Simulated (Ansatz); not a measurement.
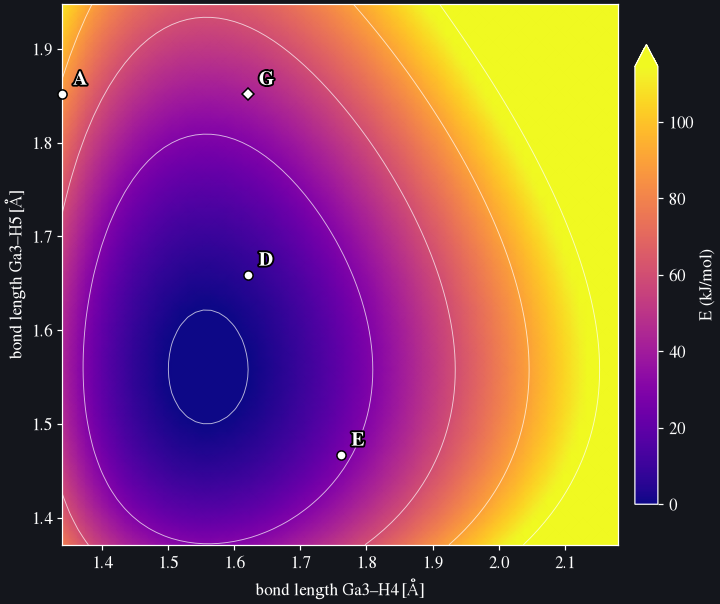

C2H2Ga, SMILES [C]#[C][GaH2], spin multiplicity 2. 
- The first coordinate is: bond length Ga3–H4; the second: bond length Ga3–H5.
- Nothing is relaxed (all other coordinates rigid).
- The scan uses a 7 × 7 grid.
- Points are written as (first, second).
- Energies are in kJ/mol, from the lowest grid point.
- These are results of UKS PBE0-D4/def2-TZVP (Ansatz 0.2.0), not measurements.

Drawn: a smooth colour map with a few white contour lines, one colour for all values above the top of the scale, lettered points. Between grid points the surface is interpolated.

> Is G the lowest point of the computed grid?

No. G lies 42 kJ/mol above the lowest grid point, which is at (1.62 Å, 1.563 Å).

> What kind of point is each of E, G: minimum, saddle, maximum or slope?

E: on a slope; G: on a slope. (In these two coordinates alone; a stationary point may lie a little off the grid point.)
